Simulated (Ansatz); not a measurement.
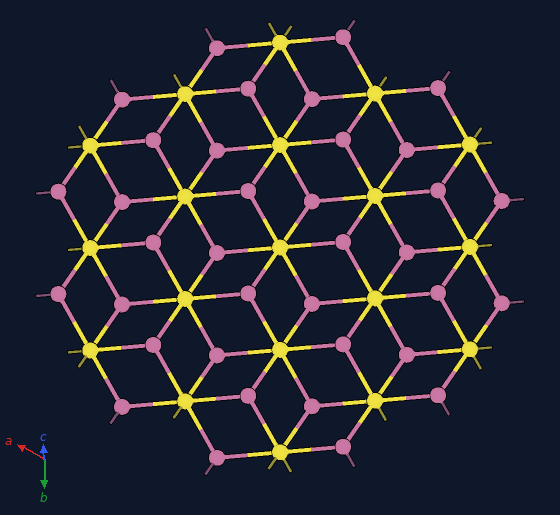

The picture shows a finite piece of the underlying net of a crystal structure, nodes on the atoms' positions. Nodes are coloured by topological kind. One layer is drawn. Short stubs are edges that leave the cut-out.

Classify the net: periodicity, connectivity, name.

A binodal (3,6)-connected, two-periodic (layers) net. It is the kgd net, known from the layers of CdI2 (1T type).

Give point symbol and coordination sequence of each kind of node.

3-connected node: 4^3, sequence 3, 12, 9, 24, 15, 36; 6-connected node: 4^6.6^6.8^3, sequence 6, 6, 18, 12, 30, 18.

The net was derived as follows. The compound is Rb₂CdSe₂O₆ (space group R-3m, No. 166), taken as coordinates from a relaxation with DFT, PAW plane waves, r2scan in Ansatz; the starting structure was generated, so it need not be a known form of this composition. Bonds are taken as Cd–O below 2.6 Å and O–Se below 1.9 Å; Rb is left out of the net, as the electropositive filling of the structure; no other contact counts. Atoms with one bond or none are removed and atoms with two bonds are replaced by edges, until no such atom is left. Se is a 3-connected node; Cd is a 6-connected node, in the ratio 2:1. O becomes part of the edges.
